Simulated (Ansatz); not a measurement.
# Squeezing and shearing glassy 70SiO2-12CaO-18Li2O (mol %) (95 atoms), part 2 of 4

How stiff is glassy 70SiO2-12CaO-18Li2O (mol %) (95 atoms), and how do its levels respond to strain?

Ansatz 0.2.0; Kohn-Sham DFT, revPBE, PAW (set soft_2), plane waves.

The cell: 23 Si, 4 Ca, 12 Li and 56 O. The quench rate of 50 K/ps far exceeds what a furnace or splat quench reaches. The network of bonds at the start is that of the classical potential that made the cell. Only the Γ point is sampled.

So far. Step 2 (Single point at the start): The r.m.s. force at the start is 1.0 eV/Å.

## Step 3: Cell and atoms relaxed

Cell and atoms are freed together, to release stress as well as forces.

input.yaml

```yaml
crystal:
  lattice:
    - [10.69286, 0.0, 0.0]
    - [0.0, 10.69286, 0.0]
    - [0.0, 0.0, 10.69286]
  atoms:
    [... the 95 atom lines of step 2 ...]
kpoints:
  mp_grid: { grid: [1, 1, 1] }
hamiltonian:
  xc: revpbe
scf:
  occupations: { method: fixed }
output:
  forces: true
relax:
  f_tol: 0.05
  max_steps: 150
  cell: {}
```

The run is started by

```console
$ ansatz run input.yaml --threads 4 --pin off --max-ram 8192MiB --backend cpu --events-out ev --progress --plain --runs-dir out
```

Numbers of over 12 decimals in the logs are rounded to 6 here.

What it wrote:

```text
[...]
Crystal: 95 atoms, lattice volume = 1222.592 Å³
Basis set: ecut = 420 eV, 23847 PW (Γ), exchange–correlation on 144×144×144 points (8 copies of the dense FFT grid, shifted against one another)
Bands: 347, of which v1, the nominal top of the filled ones, is band 252 counted from 1 (251 counted from 0)
Symmetry: 1 space group operations
[...]
k-points: 1
[...]
SCF iter   1: F=—  HF=-56370.524640 eV  |F-HF|=—  |Δ(HF+E_count)|=         —  Δρ=3.43e-3  dr2=1.54e-1  ethr=1.77e-3  ⟨swp⟩=6.0  Hψ=1572  notcnv=0  defer=91
[...]
SCF iter   9: F=-56370.524618 eV  HF=-56370.524618 eV  |F-HF|=2.13e-8  |Δ(HF+E_count)|=   5.31e-7  Δρ=2.14e-6  dr2=4.90e-8  ethr=1.98e-11  ⟨swp⟩=5.0  Hψ=1007  notcnv=0
SCF 1 converged in 9 iterations: F = -56370.524618 eV  dr2 = 4.90e-8
[...]
relax step   1: F+E_penalty+E_count = -56370.52461782 eV  Δ(F+E_penalty+E_count) = +0.000e0 eV  max|allowed force component| = 3.183e0 eV/Å  Δτ_max = 0.0000 Å  P = +7.058 GPa  Ω = 1222.592 Å³  (9 SCF iters, dr2 threshold 1.00e-7 eV, accepted)
[... from here on, the SCF cycles and remarks between the steps are left out ...]
relax step   2: F+E_penalty+E_count = -56373.61292635 eV  Δ(F+E_penalty+E_count) = -3.088e0 eV  max|allowed force component| = 1.943e0 eV/Å  Δτ_max = 0.1966 Å  P = +4.043 GPa  Ω = 1233.439 Å³  energy of the carried Pulay correction = -3.262e-2 eV  (7 SCF iters, dr2 threshold 9.50e-6 eV, accepted)
relax step   3: F+E_penalty+E_count = -56375.18403970 eV  Δ(F+E_penalty+E_count) = -1.571e0 eV  max|allowed force component| = 7.239e-1 eV/Å  Δτ_max = 0.1377 Å  P = -0.395 GPa  Ω = 1262.392 Å³  energy of the carried Pulay correction = -1.183e-1 eV  (8 SCF iters, dr2 threshold 9.50e-6 eV, accepted)
relax step   4: F+E_penalty+E_count = -56375.47482352 eV  Δ(F+E_penalty+E_count) = -2.908e-1 eV  max|allowed force component| = 4.765e-1 eV/Å  Δτ_max = 0.0915 Å  P = -0.543 GPa  Ω = 1261.395 Å³  energy of the carried Pulay correction = -1.154e-1 eV  (7 SCF iters, dr2 threshold 9.50e-6 eV, accepted)
relax step   5: F+E_penalty+E_count = -56375.67103899 eV  Δ(F+E_penalty+E_count) = -1.962e-1 eV  max|allowed force component| = 4.613e-1 eV/Å  Δτ_max = 0.1022 Å  P = -0.200 GPa  Ω = 1256.260 Å³  energy of the carried Pulay correction = -1.003e-1 eV  (7 SCF iters, dr2 threshold 9.50e-6 eV, accepted)
relax step   6: F+E_penalty+E_count = -56375.76887537 eV  Δ(F+E_penalty+E_count) = -9.784e-2 eV  max|allowed force component| = 2.692e-1 eV/Å  Δτ_max = 0.1113 Å  P = -0.003 GPa  Ω = 1254.546 Å³  energy of the carried Pulay correction = -9.529e-2 eV  (7 SCF iters, dr2 threshold 9.50e-6 eV, accepted)
relax step   7: F+E_penalty+E_count = -56375.83801279 eV  Δ(F+E_penalty+E_count) = -6.914e-2 eV  max|allowed force component| = 2.812e-1 eV/Å  Δτ_max = 0.2000 Å  P = -0.035 GPa  Ω = 1254.012 Å³  energy of the carried Pulay correction = -9.372e-2 eV  (7 SCF iters, dr2 threshold 4.53e-6 eV, accepted)
relax step   8: F+E_penalty+E_count = -56375.89291832 eV  Δ(F+E_penalty+E_count) = -5.491e-2 eV  max|allowed force component| = 2.027e-1 eV/Å  Δτ_max = 0.0932 Å  P = +0.063 GPa  Ω = 1253.859 Å³  energy of the carried Pulay correction = -9.327e-2 eV  (7 SCF iters, dr2 threshold 4.94e-6 eV, accepted)
relax step   9: F+E_penalty+E_count = -56375.91276825 eV  Δ(F+E_penalty+E_count) = -1.985e-2 eV  max|allowed force component| = 2.073e-1 eV/Å  Δτ_max = 0.0393 Å  P = -0.008 GPa  Ω = 1254.335 Å³  energy of the carried Pulay correction = -9.467e-2 eV  (7 SCF iters, dr2 threshold 2.57e-6 eV, accepted)
relax step  10: F+E_penalty+E_count = -56375.93519075 eV  Δ(F+E_penalty+E_count) = -2.242e-2 eV  max|allowed force component| = 1.893e-1 eV/Å  Δτ_max = 0.0527 Å  P = -0.091 GPa  Ω = 1254.854 Å³  energy of the carried Pulay correction = -9.620e-2 eV  (7 SCF iters, dr2 threshold 2.69e-6 eV, accepted)
relax step  11: F+E_penalty+E_count = -56375.96772186 eV  Δ(F+E_penalty+E_count) = -3.253e-2 eV  max|allowed force component| = 1.373e-1 eV/Å  Δτ_max = 0.0951 Å  P = -0.088 GPa  Ω = 1253.109 Å³  energy of the carried Pulay correction = -9.106e-2 eV  (7 SCF iters, dr2 threshold 2.24e-6 eV, accepted)
relax step  12: F+E_penalty+E_count = -56375.99291770 eV  Δ(F+E_penalty+E_count) = -2.520e-2 eV  max|allowed force component| = 9.894e-2 eV/Å  Δτ_max = 0.0602 Å  P = -0.010 GPa  Ω = 1251.328 Å³  energy of the carried Pulay correction = -8.581e-2 eV  (7 SCF iters, dr2 threshold 1.18e-6 eV, accepted)
relax step  13: F+E_penalty+E_count = -56376.01457437 eV  Δ(F+E_penalty+E_count) = -2.166e-2 eV  max|allowed force component| = 1.157e-1 eV/Å  Δτ_max = 0.0584 Å  P = +0.037 GPa  Ω = 1250.130 Å³  energy of the carried Pulay correction = -8.227e-2 eV  (7 SCF iters, dr2 threshold 6.12e-7 eV, accepted)
relax step  14: F+E_penalty+E_count = -56376.02545910 eV  Δ(F+E_penalty+E_count) = -1.088e-2 eV  max|allowed force component| = 7.252e-2 eV/Å  Δτ_max = 0.0483 Å  P = -0.008 GPa  Ω = 1250.107 Å³  energy of the carried Pulay correction = -8.220e-2 eV  (7 SCF iters, dr2 threshold 8.37e-7 eV, accepted)
relax step  15: F+E_penalty+E_count = -56376.03218025 eV  Δ(F+E_penalty+E_count) = -6.721e-3 eV  max|allowed force component| = 8.053e-2 eV/Å  Δτ_max = 0.0342 Å  P = +0.020 GPa  Ω = 1250.164 Å³  energy of the carried Pulay correction = -8.237e-2 eV  (7 SCF iters, dr2 threshold 3.29e-7 eV, accepted)
relax step  16: F+E_penalty+E_count = -56376.03489610 eV  Δ(F+E_penalty+E_count) = -2.716e-3 eV  max|allowed force component| = 5.751e-2 eV/Å  Δτ_max = 0.0280 Å  P = -0.014 GPa  Ω = 1250.924 Å³  energy of the carried Pulay correction = -8.461e-2 eV  (7 SCF iters, dr2 threshold 4.05e-7 eV, accepted)
relax step  17: F+E_penalty+E_count = -56376.03885897 eV  Δ(F+E_penalty+E_count) = -3.963e-3 eV  max|allowed force component| = 5.475e-2 eV/Å  Δτ_max = 0.0211 Å  P = -0.018 GPa  Ω = 1250.879 Å³  energy of the carried Pulay correction = -8.448e-2 eV  (7 SCF iters, dr2 threshold 2.07e-7 eV, accepted)
relax step  18: F+E_penalty+E_count = -56376.01702741 eV  Δ(F+E_penalty+E_count) = +2.183e-2 eV  max|allowed force component| = 1.807e-1 eV/Å  Δτ_max = 0.1615 Å  P = +0.077 GPa  Ω = 1246.581 Å³  energy of the carried Pulay correction = -7.177e-2 eV  (9 SCF iters, dr2 threshold 1.87e-7 eV, rejected (line search))
relax step  19: F+E_penalty+E_count = -56376.04683917 eV  Δ(F+E_penalty+E_count) = -7.980e-3 eV  max|allowed force component| = 3.866e-2 eV/Å  Δτ_max = 0.0451 Å  P = +0.012 GPa  Ω = 1250.042 Å³  energy of the carried Pulay correction = -8.201e-2 eV  (12 SCF iters, accepted)
relax step  20: F+E_penalty+E_count = -56376.14938924 eV  Δ(F+E_penalty+E_count) = -1.026e-1 eV  max|allowed force component| = 3.893e-2 eV/Å  Δτ_max = 0.0000 Å  P = +0.162 GPa  Ω = 1250.042 Å³  stress off target by 2.76e-1 GPa  SCF on the basis re-selected at this cell (its energy is not comparable with the rows above)  (8 SCF iters)
relax step  21: F+E_penalty+E_count = -56376.14161180 eV  Δ(F+E_penalty+E_count) = +7.777e-3 eV  max|allowed force component| = 3.458e-2 eV/Å  Δτ_max = 0.0171 Å  P = -0.064 GPa  Ω = 1253.742 Å³  energy of the carried Pulay correction = -1.083e-2 eV  (7 SCF iters, dr2 threshold 1.91e-7 eV, accepted)
relax step  22: F+E_penalty+E_count = -56376.14267881 eV  Δ(F+E_penalty+E_count) = -1.067e-3 eV  max|allowed force component| = 2.850e-2 eV/Å  Δτ_max = 0.0099 Å  P = -0.051 GPa  Ω = 1253.892 Å³  energy of the carried Pulay correction = -1.123e-2 eV  (7 SCF iters, dr2 threshold 1.39e-8 eV, accepted)
relax step  23: F+E_penalty+E_count = -56376.14479796 eV  Δ(F+E_penalty+E_count) = -2.119e-3 eV  max|allowed force component| = 2.323e-2 eV/Å  Δτ_max = 0.0097 Å  P = +0.016 GPa  Ω = 1253.533 Å³  energy of the carried Pulay correction = -1.013e-2 eV  (8 SCF iters, dr2 threshold 1.28e-8 eV, accepted)
relax step  24: F+E_penalty+E_count = -56376.15619422 eV  Δ(F+E_penalty+E_count) = -1.140e-2 eV  max|allowed force component| = 2.319e-2 eV/Å  Δτ_max = 0.0000 Å  P = +0.023 GPa  Ω = 1253.533 Å³  stress off target by 2.96e-2 GPa  SCF on the basis re-selected at this cell (its energy is not comparable with the rows above)  (6 SCF iters)
[...]
SCF converged after 6 iterations
Free energy (F): -56376.156194 eV
[...]
Internal energy: -56376.156194 eV  (E = F + TS)
E sigma→0 (E₀):  -56376.156194 eV
Fermi energy:    3.102964 eV
[...]
--- Forces (eV/Å), atoms counted from 1 ---
  atom   1  Si    -0.00365100    -0.00080063    -0.00526507
  atom   2  Si    -0.01076702    -0.00101068     0.00672142
  atom   3  Si     0.00922224     0.00883822     0.00638111
  atom   4  Si     0.00744471    -0.01299079    -0.01242161
  atom   5  Si     0.00092283     0.00085810    -0.00956270
  atom   6  Si     0.00998756    -0.00537186    -0.01059060
  atom   7  Si     0.00616955     0.01468983     0.00429396
  atom   8  Si     0.00603213     0.00714688     0.00480673
  atom   9  Si    -0.00518136     0.01297972     0.00033937
  atom  10  Si    -0.00220735    -0.00451869     0.00244730
  atom  11  Si    -0.01927738    -0.00887278    -0.00885064
  atom  12  Si     0.00423534     0.00273229    -0.00206455
  atom  13  Si     0.00172073    -0.00251205    -0.00258768
  atom  14  Si     0.00493770    -0.00356667     0.00551504
[...]
atom  94  O     -0.00155057    -0.00440074     0.00034259
  atom  95  O     -0.00363206     0.00118476     0.00473546
  max |Σ_I F_I| component: 2.82e-5 eV/Å
--- Stress (GPa, compression-positive) ---
        0.029405      -0.000409      -0.001079
       -0.000412       0.023476       0.002083
       -0.001077       0.002084       0.016559
  P = ⅓ Tr σ = 0.0231 GPa (0.231 kbar)
--- Relaxed structure (22 steps of the walk, 21 accepted, 2 SCFs on fresh bases) ---
  F+E_penalty+E_count = -56376.15619422 eV   max|allowed force component| = 2.319e-2 eV/Å   (the final SCF, on the basis selected at the relaxed cell)
  cell:  # Å, volume = 1253.5331 Å³
    - [10.883733, 0.018487, -0.099792]
    - [0.018487, 10.712099, -0.015812]
    - [-0.099792, -0.015812, 10.752823]
  atoms:
    - { symbol: Si, position: [0.456872, 0.278532, 0.757517] }
    - { symbol: Si, position: [0.677493, 0.108724, 0.879198] }
    - { symbol: Si, position: [0.231030, 0.139453, 0.111644] }
    - { symbol: Si, position: [0.678245, 0.270954, 0.292362] }
[...]
- { symbol: O, position: [0.066365, 0.331507, 0.838708] }
```

Run time: 2.4 min. Hardware: 4 threads of Intel Xeon Platinum 8375C at 2.90GHz (Ice Lake), shared host; peak memory 1.5 GiB; 8.6 min of CPU time.

The relaxation converged after 22 steps, with a largest force component of 0.023 eV/Å.

## Step 4: Single point at the relaxed geometry

One more single point at the end of the walk gives the fuller output and checks the residual forces.

input.yaml

```yaml
crystal:
  lattice:
    - [10.88373, 0.01849, -0.09979]
    - [0.01849, 10.7121, -0.01581]
    - [-0.09979, -0.01581, 10.75282]
  atoms:
    - { symbol: Si, position: [0.45687, 0.27853, 0.75752] }
    - { symbol: Si, position: [0.67749, 0.10872, 0.8792] }
    - { symbol: Si, position: [0.23103, 0.13945, 0.11164] }
    - { symbol: Si, position: [0.67824, 0.27095, 0.29236] }
    - { symbol: Si, position: [0.39673, 0.83157, 0.80085] }
    - { symbol: Si, position: [0.43588, 0.33638, 0.18507] }
    [... 83 atom lines left out ...]
    - { symbol: O, position: [0.52648, 0.80193, 0.38919] }
    - { symbol: O, position: [0.74269, 0.59307, 0.06934] }
    - { symbol: O, position: [0.63475, 0.03229, 0.99822] }
    - { symbol: O, position: [0.70065, 0.67054, 0.8059] }
    - { symbol: O, position: [0.21564, 0.42043, 0.53323] }
    - { symbol: O, position: [0.06636, 0.33151, 0.83871] }
kpoints:
  mp_grid: { grid: [1, 1, 1] }
hamiltonian:
  xc: revpbe
scf:
  occupations: { method: fixed }
output:
  forces: true
  stress: true
  populations: true
  dos:
    method: { smearing: { sigma: 0.15 } }
    de: 0.1
    projected: { site_lists: { Ca: [Ca], Li: [Li], O: [O], Si: [Si] } }
  eigenvalues: true
  write_density: true
  write_potential: true
  volumetric_format: npy
  elf: true
```

What it wrote:

```text
[...]
Crystal: 95 atoms, lattice volume = 1253.533 Å³
Basis set: ecut = 420 eV, 24471 PW (Γ), exchange–correlation on 150×144×144 points (8 copies of the dense FFT grid, shifted against one another)
Bands: 347, of which v1, the nominal top of the filled ones, is band 252 counted from 1 (251 counted from 0)
Symmetry: 1 space group operations
[...]
k-points: 1
[...]
SCF iter   1: F=—  HF=-56376.159127 eV  |F-HF|=—  |Δ(HF+E_count)|=         —  Δρ=3.33e-3  dr2=1.52e-1  ethr=1.77e-3  ⟨swp⟩=4.0  Hψ=1344  notcnv=0  defer=93
[...]
SCF iter   9: F=-56376.156193 eV  HF=-56376.156193 eV  |F-HF|=1.62e-8  |Δ(HF+E_count)|=   6.15e-7  Δρ=2.07e-6  dr2=4.67e-8  ethr=1.98e-11  ⟨swp⟩=23.0  Hψ=3509  notcnv=0
SCF 1 converged in 9 iterations: F = -56376.156193 eV  dr2 = 4.67e-8
[...]
WARN: The input density's exchange-correlation potential varies sharply where the density is thin. Do not read a vacuum level from v_tot or v_xc, or from such a field of the output density. On a cell that repeats whose density bears no net charge and no dipole along the vacuum's axis use v_es (v_loc + v_h of the components); [...]
SCF converged after 9 iterations
Free energy (F): -56376.156193 eV
[...]
Internal energy: -56376.156193 eV  (E = F + TS)
E sigma→0 (E₀):  -56376.156193 eV
Fermi energy:    3.103213 eV
[...]
--- Forces (eV/Å), atoms counted from 1 ---
  atom   1  Si    -0.00413122     0.00085283    -0.00706142
  atom   2  Si    -0.00920153     0.00259206     0.00443898
  atom   3  Si     0.00992432     0.01048622     0.00755976
  atom   4  Si     0.00736812    -0.01018337    -0.01054385
  atom   5  Si     0.00048143     0.00103119    -0.01183419
  atom   6  Si     0.00968991    -0.00399747    -0.00971258
  atom   7  Si     0.00392958     0.01484988     0.00212380
  atom   8  Si     0.00781912     0.00549078     0.00488055
  atom   9  Si    -0.00686604     0.00994815    -0.00007575
  atom  10  Si    -0.00297228    -0.00490386     0.00231863
  atom  11  Si    -0.01796306    -0.00752116    -0.00699619
  atom  12  Si     0.00136843     0.00377415    -0.00281187
  atom  13  Si     0.00433997    -0.00304710     0.00006202
  atom  14  Si     0.00569626    -0.00428087     0.00498551
[...]
atom  94  O     -0.00163304    -0.00474977     0.00042092
  atom  95  O     -0.00294148     0.00073399     0.00447700
  max |Σ_I F_I| component: 1.54e-4 eV/Å
--- Stress (GPa, compression-positive) ---
        0.030483      -0.000300      -0.001502
       -0.000303       0.023045       0.001612
       -0.001501       0.001613       0.016983
  P = ⅓ Tr σ = 0.0235 GPa (0.235 kbar)
--- Band table (eV) ---
[...]
--- Löwdin populations: 95 sites ---
  site symbol       q [e]
     0     Si      2.2738
     1     Si      2.3847
     2     Si      2.3323
[...]
94      O      7.0143
  spilling = 0.012963 (of n_electrons = 504.000000)
```

Elapsed: 17 s, on 4 threads; peak memory 1.6 GiB; 60 s of CPU time.

The program notes that the exchange-correlation potential is rough where the density is thin.

Numbers from this run:

* free energy: -56376.1562 eV
* free energy per atom: -593.4332 eV/atom
* SCF cycles: 9
* pressure: 0.0235 GPa
* r.m.s. force component: 0.00621 eV/Å
* longest force: 0.0351 eV/Å
* Fermi energy: 3.103 eV
* gap (highest filled to lowest empty level): 4.429 eV
* spilling of the projection: 0.01296

Löwdin charges by element and coordination (they lack the spilled electrons, 0.069 e an atom on average):

| element | coordination | atoms | mean charge (e) | spread | least | most |
| --- | --- | --- | --- | --- | --- | --- |
| Ca | all | 4 | 1.78 | 0.01 | 1.76 | 1.78 |
| Ca | 5 | 3 | 1.78 | 0.0044 | 1.77 | 1.78 |
| Ca | 6 | 1 | 1.76 | 0 | 1.76 | 1.76 |
| Li | all | 12 | 0.801 | 0.016 | 0.772 | 0.824 |
| Li | 2 | 1 | 0.816 | 0 | 0.816 | 0.816 |
| Li | 3 | 8 | 0.799 | 0.0169 | 0.772 | 0.824 |
| Li | 4 | 2 | 0.801 | 0.0163 | 0.785 | 0.818 |
| Li | 5 | 1 | 0.802 | 0 | 0.802 | 0.802 |
| O | all | 56 | -0.879 | 0.0947 | -1.04 | -0.785 |
| O | 2 | 25 | -0.806 | 0.036 | -0.979 | -0.785 |
| O | 3 | 23 | -0.925 | 0.0883 | -1.04 | -0.812 |
| O | 4 | 6 | -0.961 | 0.0681 | -1.03 | -0.840 |
| O | 5 | 2 | -1.02 | 0.0041 | -1.03 | -1.02 |
| Si | all | 23 | 1.70 | 0.0435 | 1.62 | 1.78 |
| Si | 4 | 22 | 1.70 | 0.0444 | 1.62 | 1.78 |
| Si | 5 | 1 | 1.71 | 0 | 1.71 | 1.71 |

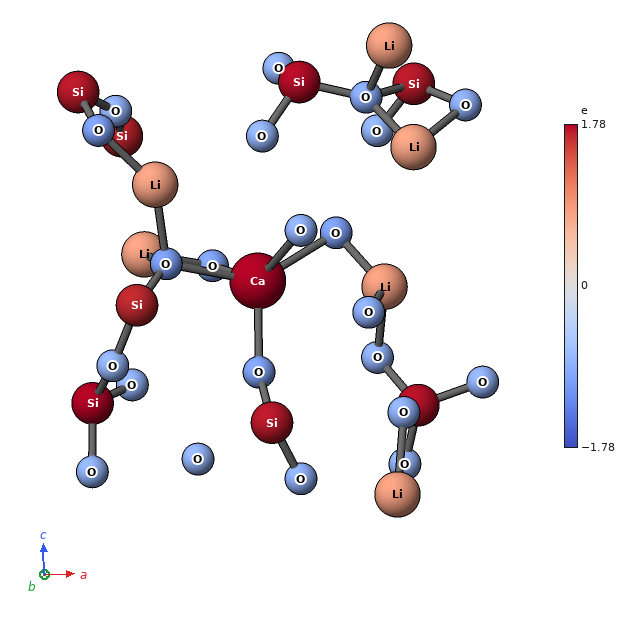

Atoms coloured by Löwdin charge. Drawn is a stretch of 10 Å of the 11 Å that the cell measures along a and a slice 4 Å thick, seen along the normal of the ac plane. Bonds to atoms that aren't drawn are left out.

Density of states as counts of states in windows of 1 eV (from the Fermi level), total and the larger projections:

| from (eV) | to (eV) | total | O p | Si p |
| --- | --- | --- | --- | --- |
| -10 | -9 | 5.5 | 3.6 | 0.2 |
| -9 | -8 | 11.1 | 7.4 | 0.7 |
| -8 | -7 | 14.9 | 10.3 | 1.6 |
| -7 | -6 | 17.7 | 13.1 | 2.9 |
| -6 | -5 | 22.7 | 17.5 | 4.4 |
| -5 | -4 | 27.6 | 21.8 | 3.1 |
| -4 | -3 | 52.3 | 44.0 | 4.0 |
| -3 | -2 | 63.6 | 58.1 | 2.1 |
| -2 | -1 | 66.4 | 62.5 | 1.5 |
| -1 | 0 | 51.9 | 49.6 | 0.8 |
| 0 | 1 | 2.4 | 2.3 | 0.1 |
| 1 | 4 | 0.0 | 0.0 | 0.0 |
| 4 | 5 | 2.0 | 0.0 | 0.0 |

With fixed occupations the program's Fermi level is the highest filled level; weight inside the gap is the broadening of levels at its edges.

Between -26 and -10 eV lie 136 more states.

The stored curve holds about 472 of the 504 electrons; the rest, give or take the few that broadening carries across the Fermi level, lie in deeper levels below its range.

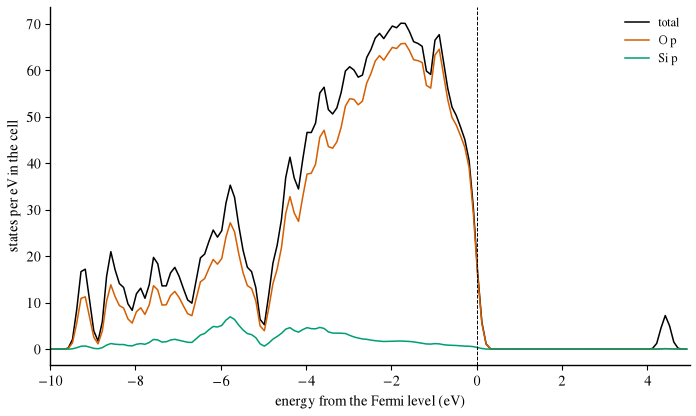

Total and projected density of states, with the broadening of the input.

The levels nearest the highest filled one (over half full), pooled over k-points and spins:

```csv
level less the highest filled one (eV),occupation
-0.276,2
-0.206,2
-0.186,2
-0.124,2
-0.0925,2
0,2
4.43,0
5.76,0
5.93,0
6.07,0
6.10,0
6.18,0
```

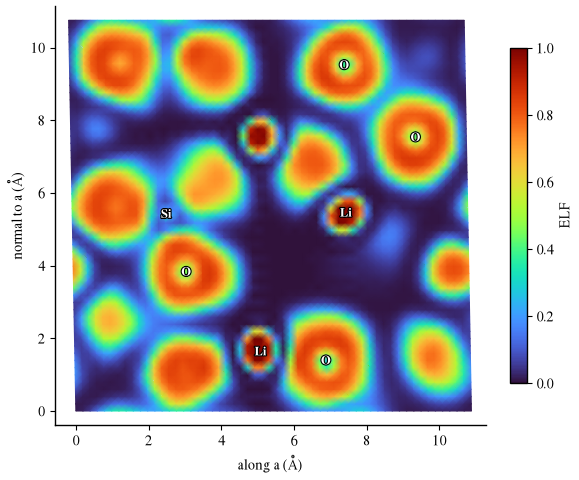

ELF in the ac plane at fractional y = 0.032, with atoms of Si and Li and O within 0.2 Å of it. It is the smooth field of the valence electrons, not physical close to the nuclei. The map starts off the cell's origin, so that atoms lie inside it.

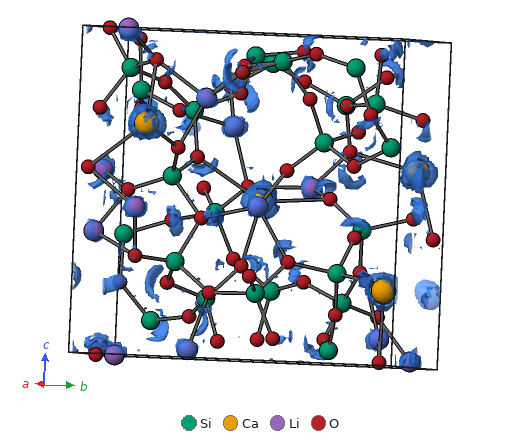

Surface of ELF = 0.85. Bonds to atoms that aren't drawn are left out.

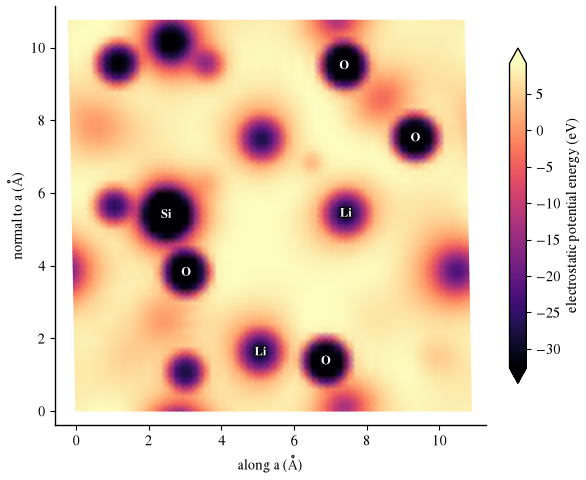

Electrostatic potential energy in the ac plane at fractional y = 0.032, with atoms of Si and Li and O within 0.2 Å of it. With pseudopotentials it is smooth inside the atoms' cores, unlike the true potential. The map starts off the cell's origin, so that atoms lie inside it.

The highest filled and lowest empty levels differ by 4.43 eV (at Γ alone); a semilocal functional tends to put such gaps too low. In a disordered cell it changes from sample to sample, and tail or defect levels can set it. Mean Löwdin charges: Ca +1.78, Li +0.80, O -0.88, Si +1.70 e (they miss 1.3 % of the electrons, so they add up to more than the cell's charge).

(Continued in part 3 of 4.)

[Logs are printed without paths, hosts, clocks, repeated set-up lines and the standing remarks that a program may print on its own settings, such as how far it seeks lower states.]

[Hosts, paths, dates, database ids (printed as entryN), source tags and the programs' standing remarks are cut or masked in the printed files.]
